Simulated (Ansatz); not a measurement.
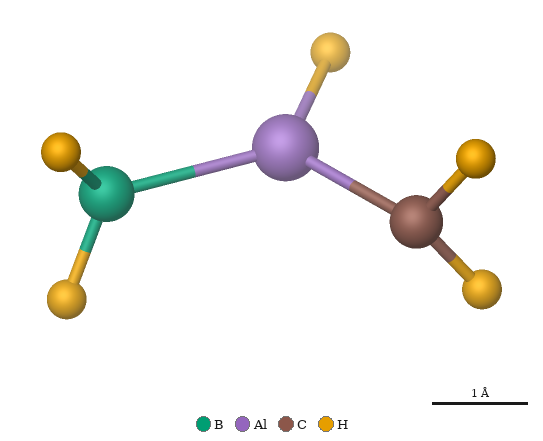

Starting structure of CH5AlB (charge −1). The picture is a ball-and-stick view, seen from a free direction.

The run prepares an end point of a later path (inversion) calculation, from a guessed geometry.

The calculation used RKS PBE/def2-TZVP in Ansatz.

Input file:
```yaml
crystal:
  periodic: [false, false, false]
  atoms:
    - { symbol: B, position_ang: [-0.93581, 1.06464, -0.88863] }
    - { symbol: Al, position_ang: [0.40765, 0.57075, 0.52677] }
    - { symbol: C, position_ang: [0.7929, -1.27772, 0.70048] }
    - { symbol: H, position_ang: [-2.10205, 0.80788, -0.7274] }
    - { symbol: H, position_ang: [-0.64762, 0.97938, -2.05583] }
    - { symbol: H, position_ang: [1.20274, 1.59596, 1.54816] }
    - { symbol: H, position_ang: [0.49846, -1.78945, 1.6357] }
    - { symbol: H, position_ang: [1.8167, -1.62329, 0.46174] }
total_charge: -1
basis:
  gaussian: { orbitals: def2-TZVP }
hamiltonian:
  xc: pbe
relax:
  f_tol: 0.015
  max_steps: 40
output:
  orbitals: {}
```

Run as
```bash
ansatz run input.yaml --threads 2 --pin off --max-ram 3072MiB --backend cpu --events-out ev --progress --plain --runs-dir out
```

Where does the relaxation end?

The energy falls by 55.1 kcal/mol in 17 accepted moves (18 points after the start). The largest force component goes from 1 to 0.01 eV/Å. The line search rejected the trial step at point 16 of the run. The largest move after the best rigid fit is that of B1, 1.09 Å. Largest moves by element: B 1.09 Å, Al 1.03 Å, H 0.95 Å, C 0.89 Å. Near-neighbour distances that change, for instance: B1–C3 3.317 → 1.487 Å, Al2–C3 1.896 → 2.347 Å, B1–Al2 2.013 → 2.387 Å, Al2–H6 1.651 → 1.689 Å. New bonds form: B1–C3 (3.32 → 1.49 Å). Bond angles that change, for instance: B1–Al2–C3 116.1° → 36.6°, C3–Al2–H6 116.8° → 80.2°, Al2–B1–H4 120.0° → 102.0°.

The structure at the end:

```xyz
8

B    -0.6202    0.0420   -0.6774
Al    0.5082    1.5629    0.7757
C     0.2909   -0.7084    0.2276
H    -1.7892    0.2370   -0.3900
H    -0.2583    0.4262   -1.7768
H     1.5945    0.8936    1.8820
H    -0.0167   -1.1452    1.1867
H     1.3238   -0.9800   -0.0267
```

The end point in the same view:

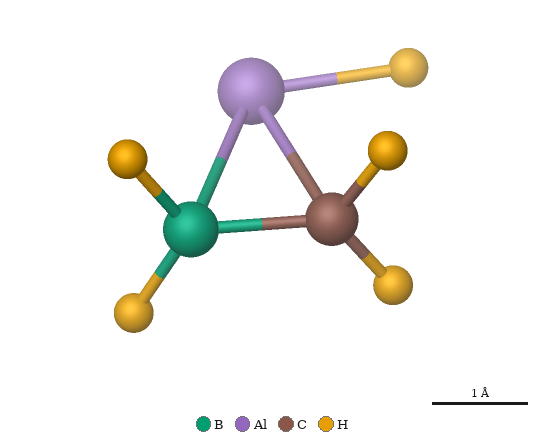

Limits of the set-up: the basis has no diffuse functions, which an anion needs.
